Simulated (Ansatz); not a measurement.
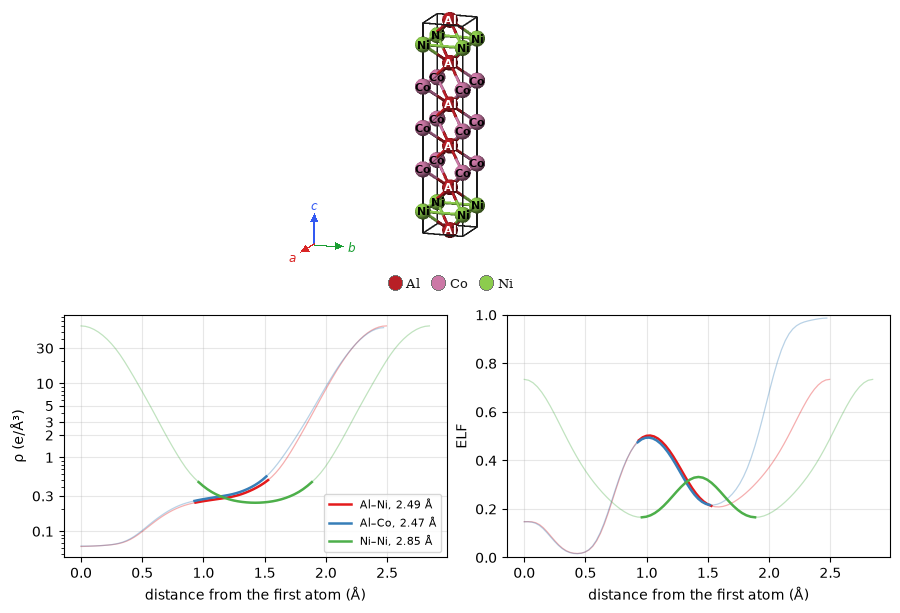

Al$_{5}$Co$_{3}$Ni$_{2}$. Valence charge density (pseudo) and ELF along straight lines between neighbouring atoms. Thin, pale parts lie inside the atomic spheres. The structure is drawn too.

Space group P4/mmm; a structure generated by program, which may or may not match a known phase; the program warned that a starting moment wasn't kept; spin-polarised, but the moments vanished.

These are results of DFT PBE, scalar-relativistic, plane waves, PAW (Ansatz 0.2.0), not measurements.

In a PAW calculation such maps are meaningful between the atoms, not at the nuclei.

Compare the contacts.

Answer. Al–Ni (2.49 Å): ρ at the midpoint is about 0.3 e/Å³; the ELF is about 0.40 at the midpoint.
Al–Co (2.47 Å): ρ at the midpoint is about 0.32 e/Å³; the ELF is about 0.40 at the midpoint.
Ni–Ni (2.85 Å): the density is about 0.24 e/Å³ at the midpoint; the ELF is about 0.35 at the midpoint.
